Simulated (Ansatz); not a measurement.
# AlH6Si2 (charge +1): what the fields show

The calculation's input:

```
crystal:
  periodic: [false, false, false]
  atoms:
    - {symbol: Si, position_ang: [-0.885160, 0.487676, -0.985020]}
    - {symbol: Al, position_ang: [0.235771, 1.464861, 0.950097]}
    - {symbol: Si, position_ang: [0.820124, -0.893592, 0.721379]}
    - {symbol: H, position_ang: [-2.259702, -0.062729, -0.924758]}
    - {symbol: H, position_ang: [-0.320828, 0.555314, -2.353628]}
    - {symbol: H, position_ang: [0.443230, 2.759858, 1.791012]}
    - {symbol: H, position_ang: [2.030685, -1.354638, 0.001612]}
    - {symbol: H, position_ang: [-0.160426, -0.986524, -0.638285]}
    - {symbol: H, position_ang: [0.096307, -1.970215, 1.437591]}
basis:
  gaussian: {orbitals: def2-TZVPP}
total_charge: 1
hamiltonian: {xc: pbe0, dispersion: d4}
output: {orbitals: {seedname: orbitals}}
```

Launched as:

```sh
ansatz run in.yaml --threads 2 --pin off --events-out ev --progress --plain --max-ram 4352MiB
```

Geometry: PBE0-D4/def2-TZVP.

Computed with RKS PBE0-D4/def2-TZVPP (Ansatz 0.2.0).

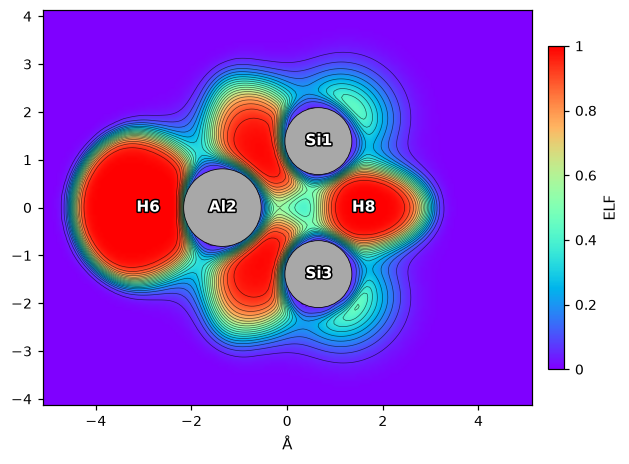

Figure 1. ELF on the plane of atoms Al2, Si1 and H8. Grey discs cover the atomic cores.

Question: What does the map show?

Answer:
- Atoms in the plane: Si, Al and H.
- Al–Si (2.44 Å): the ELF peaks at about 0.95 between the atoms, as expected for a covalent bond.
- Al–H (1.56 Å): the ELF climbs to about 1 towards the hydrogen.

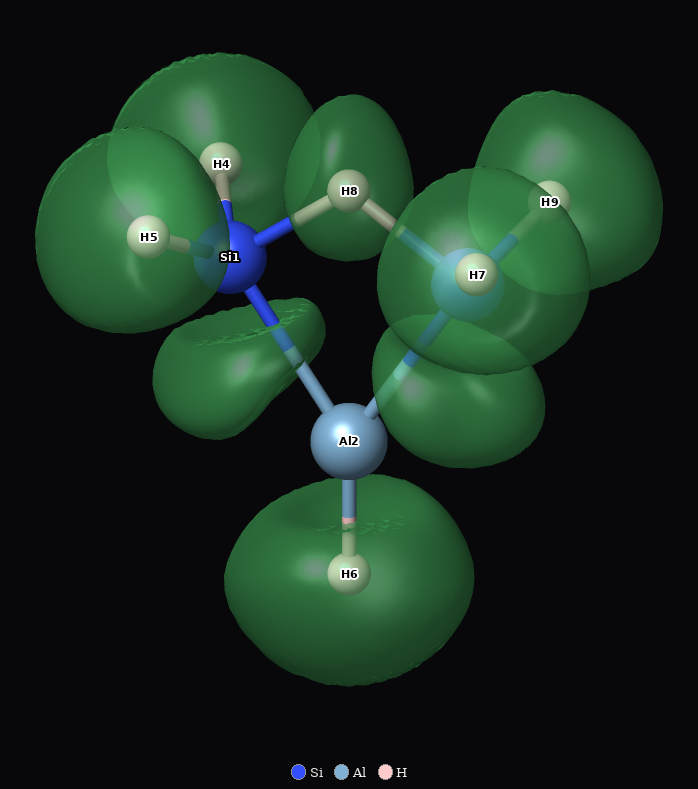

Figure 2. Isosurface of the ELF at 0.8 (green), seen at a tilt. Only the valence region is drawn (cores and ρ < 0.01 e/Å³ removed).

Question: Identify the bonds, lone pairs and shells in this picture.

Answer: The surface consists of six regions around hydrogen nuclei and two regions on Si in which the atom's valence shell and bonds are merged. Along the contacts the grid gives the following. Si–H (1.48 Å): the ELF climbs to about 1 towards the hydrogen.

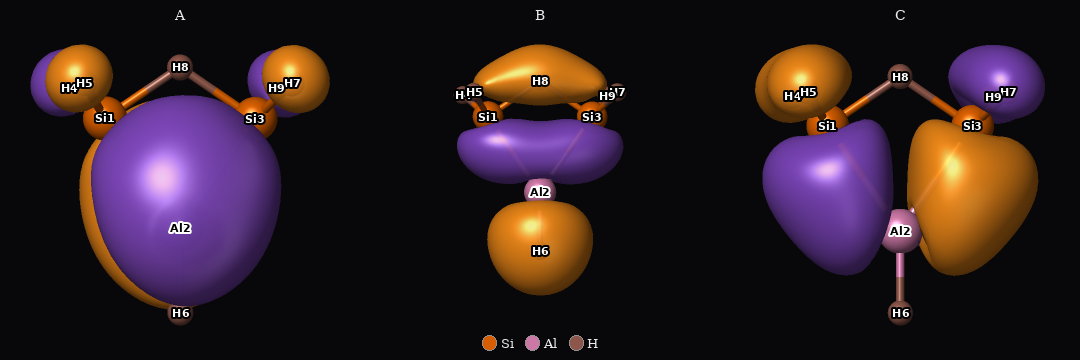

Figure 3. Three frontier orbitals at ±0.08 Å⁻³ᐟ² (orange and purple are the two phases), in no order.

Question: Order the three orbitals by energy and name them.

Answer: B is the HOMO−1 (−13.97 eV). By Hirshfeld shares it lies mainly on H6 (about 35 %), Al2 (about 30 %), Si3 (about 15 %), Si1 (about 15 %) and H8 (about 5 %). C is the HOMO (−12.09 eV). By Hirshfeld shares it lies mainly on Si1 (about 30 %), Si3 (about 30 %) and Al2 (about 30 %). A is the LUMO (−7.52 eV). Its weight (Hirshfeld) is mainly on Al2 (about 55 %), Si1 (about 15 %) and Si3 (about 15 %).

Question: What is the HOMO–LUMO gap?

Answer: 4.57 eV between the orbital energies.

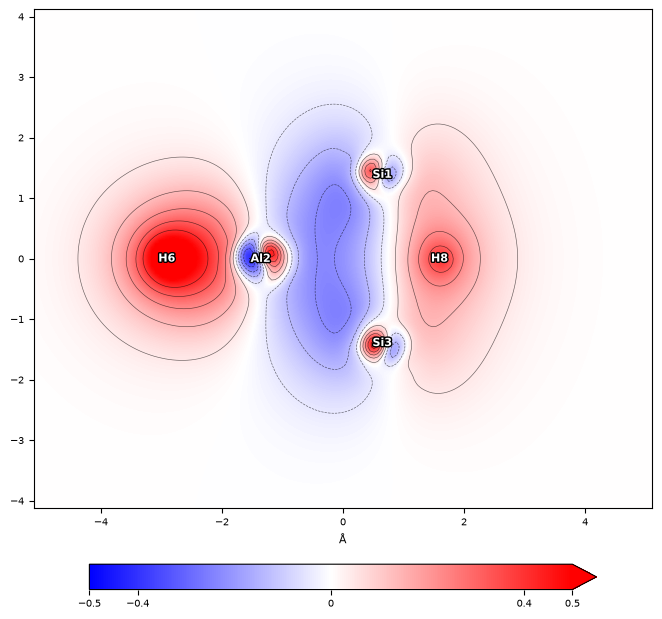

Figure 4. The HOMO−1 on the plane of atoms Si1, Al2 and H6 (values in Å⁻³ᐟ²; the overall sign is arbitrary).

Question: Where does this orbital lie, and at what energy?

Answer: By Hirshfeld shares it lies mainly on H6 (about 35 %), Al2 (about 30 %), Si3 (about 15 %), Si1 (about 15 %) and H8 (about 5 %). Its energy is −13.97 eV.
